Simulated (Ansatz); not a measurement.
# doublet BSiNH4S+ at 5 levels

Aim: a comparison of 5 runs (UHF/cc-pVDZ, UB3LYP/6-31G*, UB3LYP/cc-pVDZ, USVWN5/cc-pVDZ, UCCSD/cc-pVDZ) of doublet BSiNH4S+. 

The results are computed with Ansatz 0.2.0.

97 further runs of the same task are left out: 97 set aside as unsound or not needed.

### Step 1. Starting point

BSiNH4S+: 8 atoms, total charge +1, spin state doublet. As SMILES of the parent species, `S[SiH]1BN1`. Geometry: relaxed at PBE0-D4/def2-TZVP. This is one conformer, not always the lowest. That shape belongs to the parent species and isn't relaxed for this state.

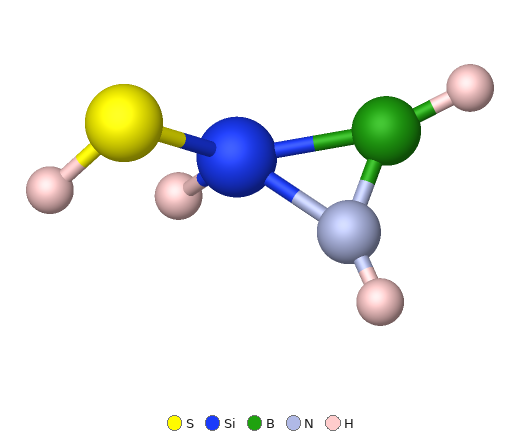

Viewed from a chosen angle; sulfur yellow, silicon blue, boron green, nitrogen light blue, hydrogen pink.

### Step 2. A single-point energy at UHF/cc-pVDZ (run 1)

Contents of in.yaml:

```yaml
basis:
  gaussian:
    orbitals: cc-pVDZ
crystal:
  periodic: [false, false, false]
  atoms:
    - {symbol: S, position_ang: [-2.198700, -0.554700, -0.360400]}
    - {symbol: Si, position_ang: [-0.326600, -0.039100, 0.515400]}
    - {symbol: B, position_ang: [1.350500, -0.825500, 0.014200]}
    - {symbol: "N", position_ang: [0.999600, 0.392100, -0.541100]}
    - {symbol: H, position_ang: [-2.816800, 0.582000, 0.001900]}
    - {symbol: H, position_ang: [-0.578800, 0.932200, 1.605800]}
    - {symbol: H, position_ang: [2.264800, -1.577600, -0.080200]}
    - {symbol: H, position_ang: [1.398200, 1.033600, -1.211500]}
total_charge: 1
output: {orbitals: {seedname: orbitals}}
magnetization:
  spin_polarized: true
  initial_magnetization: 1
accuracy: high
hamiltonian:
  xc: hf
```

Run with:

```sh
ansatz run in.yaml --threads 1 --pin off --max-ram 2610MiB --events-out events.jsonl --progress --plain --runs-dir runs
```

Standard output:

```text
Warning: RAYON_NUM_THREADS=1 ignored (pool sized by the plan → 1); use --threads N
Functional definition: HF
  name "HF"
  exchange = exact_x
  correlation = 0
1930 factors; integrals over basis functions are off by at most 3.9e-9 eV
mean field evaluation 1: about -20883.4901 eV, gradient 3.2e1 eV
mean field evaluation 2: about -20883.5887 eV, gradient 3.2e1 eV
mean field evaluation 4: about -20888.5018 eV, gradient 3.1e0 eV
mean field evaluation 8: about -20888.6493 eV, gradient 3.2e-1 eV
mean field evaluation 16: about -20888.6584 eV, gradient 2.6e-6 eV
mean field evaluation 32: about -20888.3665 eV, gradient 2.5e-2 eV
mean field evaluation 64: about -20887.3372 eV, gradient 8.4e-1 eV
mean field evaluation 96: about -20887.5121 eV, gradient 1.4e0 eV
mean field -20888.65843554 eV, -767.6440386648 hartree, gradient 5.5e-8 eV, S^2 0.760457; 3 other end points of the search recorded, 0 dependent functions left out
reference -20888.65843554 eV, -767.6440386648 hartree; 23, 22 occupied and 61, 62 virtual orbitals, 1930 factors
Total energy: -20888.65843554 eV, -767.6440386648 hartree
```

Run time: 9.9 s. Hardware: 1 thread of Arm Neoverse V1, shared host; peak memory 0.3 GiB.

### Step 3. A single-point energy at UB3LYP/6-31G(d) (Cartesian functions) (run 2)

Contents of input.yaml:

```yaml
crystal:
  periodic: [false, false, false]
  atoms:
    - {symbol: S, position_ang: [-2.198700, -0.554700, -0.360400]}
    - {symbol: Si, position_ang: [-0.326600, -0.039100, 0.515400]}
    - {symbol: B, position_ang: [1.350500, -0.825500, 0.014200]}
    - {symbol: N, position_ang: [0.999600, 0.392100, -0.541100]}
    - {symbol: H, position_ang: [-2.816800, 0.582000, 0.001900]}
    - {symbol: H, position_ang: [-0.578800, 0.932200, 1.605800]}
    - {symbol: H, position_ang: [2.264800, -1.577600, -0.080200]}
    - {symbol: H, position_ang: [1.398200, 1.033600, -1.211500]}
basis:
  gaussian:
    orbitals: "6-31G*"
accuracy: high
output:
  orbitals: {seedname: orbitals}
magnetization:
  spin_polarized: true
  initial_magnetization: 1
total_charge: 1
hamiltonian:
  xc: {name: B3LYP}
```

Run with:

```sh
ansatz run input.yaml --threads 1 --pin off --max-ram 2610MiB --events-out events.jsonl --progress --plain --runs-dir runs
```

Standard output:

```text
Warning: RAYON_NUM_THREADS=1 ignored (pool sized by the plan → 1); use --threads N
Functional definition: B3LYP
  name "B3LYP"
  parameter a0 = 0.2
  parameter ax = 0.72
  parameter ac = 0.81
  exchange = (1 - a0 - ax)*slater_x + ax*b88_x + a0*exact_x
  correlation = (1 - ac)*vwn_rpa_c + ac*lyp_c
1653 factors; integrals over basis functions are off by at most 3.9e-9 eV
mean field evaluation 1: about -20921.6852 eV, gradient 5.6e1 eV
mean field evaluation 2: about -20790.3984 eV, gradient 1.2e2 eV
mean field evaluation 4: about -20932.0605 eV, gradient 2.3e1 eV
mean field evaluation 8: about -20935.9383 eV, gradient 7.8e-1 eV
mean field evaluation 16: about -20936.1023 eV, gradient 5.1e-3 eV
mean field evaluation 32: about -20936.1023 eV, gradient 2.6e-7 eV
mean field -20936.10229740 eV, -769.3875684296 hartree, gradient 2.8e-8 eV, S^2 0.756977; 2 other end points of the search recorded, 0 dependent functions left out
reference -20936.10233590 eV, -769.3875698443 hartree; 23, 22 occupied and 53, 54 virtual orbitals, 1653 factors
Total energy: -20936.10233590 eV, -769.3875698443 hartree
```

Wall time 17 s (1 thread of Arm Neoverse V1, shared host); peak memory 0.35 GiB.

Runs 3 to 4 aren't shown in full; the table further down has their settings and results.

### Step 4. A single-point energy at UCCSD/cc-pVDZ (run 5)

Contents of in.yaml:

```yaml
crystal:
  periodic: [false, false, false]
  atoms:
    - symbol: S
      position_ang: [-2.198700, -0.554700, -0.360400]
    - symbol: Si
      position_ang: [-0.326600, -0.039100, 0.515400]
    - symbol: B
      position_ang: [1.350500, -0.825500, 0.014200]
    - symbol: "N"
      position_ang: [0.999600, 0.392100, -0.541100]
    - symbol: H
      position_ang: [-2.816800, 0.582000, 0.001900]
    - symbol: H
      position_ang: [-0.578800, 0.932200, 1.605800]
    - symbol: H
      position_ang: [2.264800, -1.577600, -0.080200]
    - symbol: H
      position_ang: [1.398200, 1.033600, -1.211500]
basis:
  gaussian:
    orbitals: cc-pVDZ
total_charge: 1
magnetization:
  spin_polarized: true
  initial_magnetization: 1
correlation:
  method: ccsd
  frozen_orbitals: {B: 1, H: 0, "N": 1, S: 5, Si: 5}
accuracy: high
scf:
  omitted_lower_state_checks: [cluster_reference, increment]
```

Run with:

```sh
ansatz run in.yaml --threads 1 --pin off --max-ram 2610MiB --events-out events.jsonl --progress --plain --runs-dir runs
```

Standard output:

```text
Warning: RAYON_NUM_THREADS=1 ignored (pool sized by the plan → 1); use --threads N
[... 14 lines left out ...]
12 core orbitals not correlated: weight in the atoms' cores, before any rotation towards them, 1.000 or more for the frozen orbitals, at most 0.000 for the correlated occupied ones
[... 37 lines left out ...]
Total energy: -20902.24445378 eV, -768.1433156261 hartree
Checks for a lower state left out: cluster_reference, increment
```

Wall time 61 s (1 thread of Arm Neoverse V1, shared host); peak memory 0.76 GiB.

### Step 5. Overview of the runs

| run | level | Cartesian functions | frozen core orbitals | energy (Eh) | HOMO energy (eV) | LUMO energy (eV) | ⟨S²⟩ | wall time |
| --- | --- | --- | --- | --- | --- | --- | --- | --- |
| 1 | UHF/cc-pVDZ | no | – | -767.644039 | -15.43 | -7.31 | 0.760 | 9.9 s |
| 2 | UB3LYP/6-31G* (Cartesian functions) | yes | – | -769.387570 | -13.14 | -11.28 | 0.757 | 17 s |
| 3 | UB3LYP/cc-pVDZ | no | – | -769.427500 | -13.13 | -11.24 | 0.757 | 20 s |
| 4 | USVWN5/cc-pVDZ | no | – | -766.119734 | -12.53 | -11.91 | 0.751 | 7.5 s |
| 5 | UCCSD/cc-pVDZ | no | 12 | -768.143316 | – | – | 0.760 | 61 s |

### Step 6. Summary of results

| quantity | value |
| --- | --- |
| run 5: total energy | -768.14332 Eh |
| run 5: correlation energy (12 core orbitals frozen) | -499.3 mEh |
| run 5: ⟨S²⟩ of the reference determinant | 0.760 |
| run 5: T1 diagnostic | 0.048 |

What this shows: Totals of different functionals can't be ranked against each other. All runs together took 1.9 min, the longest 61 s.
